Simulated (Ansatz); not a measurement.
```yaml
crystal:
  lattice:
    - [3.59777, 0.00000, 0.00000]
    - [-1.79889, 3.11576, 0.00000]
    - [0.00000, 0.00000, 8.97575]
  atoms:
    - { symbol: C, position: [0.00000, 0.00000, 0.00515] }
    - { symbol: Si, position: [0.66667, 0.33333, 0.68166] }
    - { symbol: Si, position: [0.33333, 0.66667, 0.32092] }
    - { symbol: Si, position: [0.66667, 0.33333, 0.94251] }
    - { symbol: Si, position: [0.33333, 0.66667, 0.58129] }
    - { symbol: Si, position: [0.00000, 0.00000, 0.21848] }
```

Space group P3m1; started from the ordered alloy on diamond lattice prototype, which need not be the ambient phase.

These are results of DFT, r2SCAN, plane waves, PAW (Ansatz 0.2.0), not measurements.

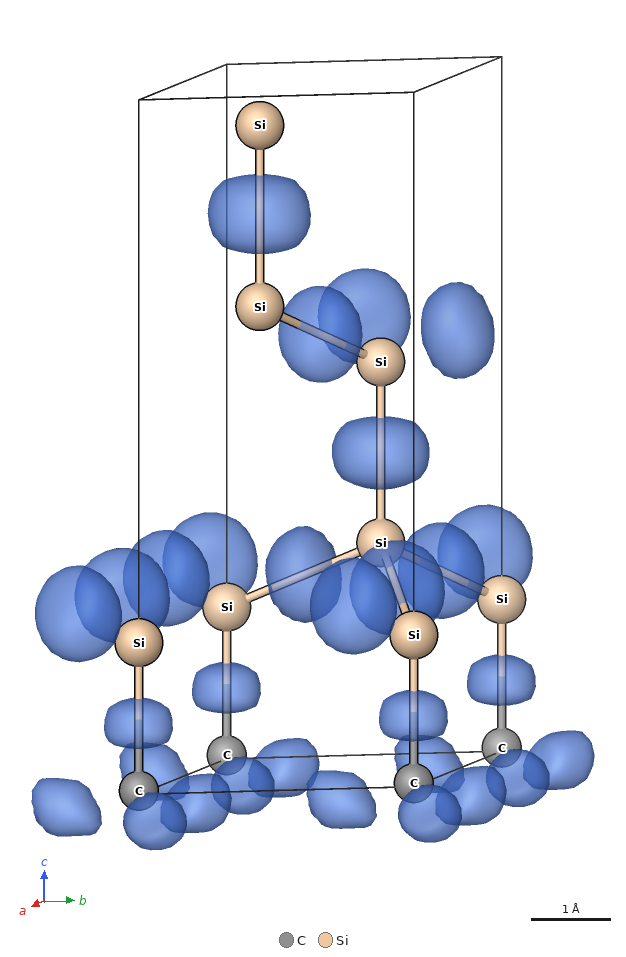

Si$_{5}$C. Isosurface of the electron localisation function at 0.85 (blue), seen slightly off an axis. Only the valence region is drawn (cores and ρ < 0.01 e/Å³ removed). Sticks mark near contacts.

Core electrons are frozen (PAW), and the valence fields are smoothed inside the atomic spheres.

Identify the bonds, lone pairs and shells in this picture.

Answer. The ELF exceeds this value in four regions between bonded C–Si atoms (shared pairs) and eight regions between bonded Si–Si atoms (shared pairs), counted in one cell of 6 atoms. Regions shared between cells count once.

Values along the shortest contacts:
Si–C (1.91 Å): the ELF peaks at about 0.95 between the atoms (a covalent bond). Si–Si (2.26 Å): the ELF peaks at about 0.95 between the atoms (localised, covalent bonding).
